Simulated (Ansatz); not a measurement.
# [SiH3O4]− (SMILES [O-][Si](O)(O)O) at CCSD/6-31G(d) (spherical functions)

What is the vertical singlet–triplet gap of [SiH3O4]− at CCSD/6-31G* (spherical functions)? 

The results are computed with Ansatz 0.2.0.

13 further runs of the same task are left out: 10 that didn't finish, 3 set aside as unsound or not needed. Runs told in other sessions of the task aren't counted.

## 1. The structure to begin with

[SiH3O4]− has 8 atoms, charge -1, and is taken as a singlet. As SMILES, `[O-][Si](O)(O)O`. The coordinates come from a PBE0-D4/def2-TZVPD relaxation. This is one conformer, not always the lowest.

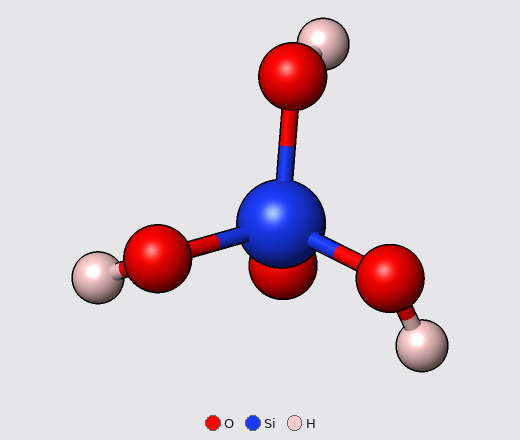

Viewed from a chosen angle; oxygen red, silicon blue, hydrogen pink.

## 2. The energy at CCSD/6-31G(d) (spherical functions)

The input, run.yaml:

```yaml
crystal:
  periodic: [false, false, false]
  atoms:
    - {symbol: O, position_ang: [-1.413500, 0.197800, 0.825000]}
    - {symbol: Si, position_ang: [-0.078000, 0.010900, 0.045600]}
    - {symbol: O, position_ang: [1.319300, 0.127500, 0.978800]}
    - {symbol: O, position_ang: [0.191900, 1.122100, -1.191000]}
    - {symbol: O, position_ang: [0.099000, -1.475100, -0.727300]}
    - {symbol: H, position_ang: [1.074100, 0.563800, 1.796600]}
    - {symbol: H, position_ang: [-0.653700, 1.525800, -1.393900]}
    - {symbol: H, position_ang: [-0.539100, -2.072800, -0.333900]}
basis:
  gaussian:
    orbitals: 6-31G_st_-spherical.json
total_charge: -1
correlation:
  method: ccsd
  frozen_orbitals: {H: 0, O: 1, Si: 5}
accuracy: high
scf:
  omitted_lower_state_checks: [cluster_reference, increment]
```

The basis set 6-31G* is read from a file made from the Basis Set Exchange's data (not shown).

Command:

```
$ ansatz run run.yaml --threads 1 --pin off --max-ram 2610MiB --events-out events.jsonl --progress --plain --runs-dir runs
```

Log, shortened:

```text
Warning: RAYON_NUM_THREADS=1 ignored (pool sized by the plan → 1); use --threads N
Functional definition: HF
  name "HF"
[...]
1756 factors; integrals over basis functions are off by at most 3.6e-9 eV
[...]
mean field -16062.69731678 eV, -590.2932387044 hartree, gradient 2.6e-8 eV, S^2 0.000000; 0 other end points of the search recorded, 0 dependent functions left out
9 core orbitals not correlated: weight in the atoms' cores, before any rotation towards them, 1.000 or more for the frozen orbitals, at most 0.000 for the correlated occupied ones
reference -16062.69731678 eV, -590.2932387044 hartree; 16, 16 occupied and 55, 55 virtual orbitals, 1756 factors
second order -21.84534339 eV of doubles, -0.00000000 eV of singles
cycle   1  -21.72125448 eV  change    1.2e-1 eV  update   1.1e-1
[...]
cycle  20  -22.29434076 eV  change   4.9e-10 eV  update   3.1e-9
Total energy: -16084.99165754 eV, -591.1125406156 hartree
Checks for a lower state left out: cluster_reference, increment
```

Wall time 13 s (1 thread of Arm Neoverse V2, shared host); peak memory 0.43 GiB.

## 3. The triplet

Changes to run.yaml since step 2:

```diff
@@ -1 +1,4 @@
+basis:
+  gaussian:
+    orbitals: 6-31G_st_-spherical.json
 crystal:
@@ -11,6 +14,5 @@
     - {symbol: H, position_ang: [-0.539100, -2.072800, -0.333900]}
-basis:
-  gaussian:
-    orbitals: 6-31G_st_-spherical.json
-total_charge: -1
+magnetization:
+  spin_polarized: true
+  initial_magnetization: 2
 correlation:
@@ -18,4 +20,5 @@
   frozen_orbitals: {H: 0, O: 1, Si: 5}
-accuracy: high
+total_charge: -1
 scf:
   omitted_lower_state_checks: [cluster_reference, increment]
+accuracy: high
```

The basis set 6-31G* is read from a file made from the Basis Set Exchange's data (not shown).

Command:

```
$ ansatz run run.yaml --threads 1 --pin off --max-ram 2610MiB --events-out events.jsonl --progress --plain --runs-dir runs
```

Log, shortened:

```text
Warning: RAYON_NUM_THREADS=1 ignored (pool sized by the plan → 1); use --threads N
[... 2 set-up lines as earlier in the session ...]
[...]
1756 factors; integrals over basis functions are off by at most 3.6e-9 eV
[...]
mean field -16056.47244189 eV, -590.0644787716 hartree, gradient 1.8e-8 eV, S^2 2.007575; 15 other end points of the search recorded, 0 dependent functions left out
9 core orbitals not correlated: weight in the atoms' cores, before any rotation towards them, 1.000 or more for the frozen orbitals, at most 0.000 for the correlated occupied ones
reference -16056.47244189 eV, -590.0644787716 hartree; 17, 15 occupied and 54, 56 virtual orbitals, 1756 factors
second order -20.96828226 eV of doubles, -0.00000000 eV of singles
cycle   1  -21.07068462 eV  change   -1.0e-1 eV  update   1.1e-1
[...]
cycle  47  -21.68489170 eV  change   -2.2e-9 eV  update   1.9e-9
Total energy: -16078.15733360 eV, -590.8613838432 hartree
Checks for a lower state left out: cluster_reference, increment
```

Wall time 2.6 min (1 thread of Arm Neoverse V2, shared host); peak memory 0.79 GiB.

## 4. Results

At CCSD/6-31G* (spherical functions), 9 core orbitals frozen:

| quantity | value |
| --- | --- |
| singlet: total energy | -591.11254 Eh |
| singlet: correlation energy (9 core orbitals frozen) | -819.3 mEh |
| singlet: T1 diagnostic | 0.013 |
| triplet: total energy | -590.86138 Eh |
| triplet: correlation energy (9 core orbitals frozen) | -796.9 mEh |
| triplet: ⟨S²⟩ of the reference determinant | 2.008 |
| triplet: T1 diagnostic | 0.020 |
| vertical energy of the triplet above the singlet | 6.834 eV |

In words: At this shape the triplet lies 6.83 eV (659 kJ/mol) above the singlet. For an anion a state so high probably lies above electron detachment.
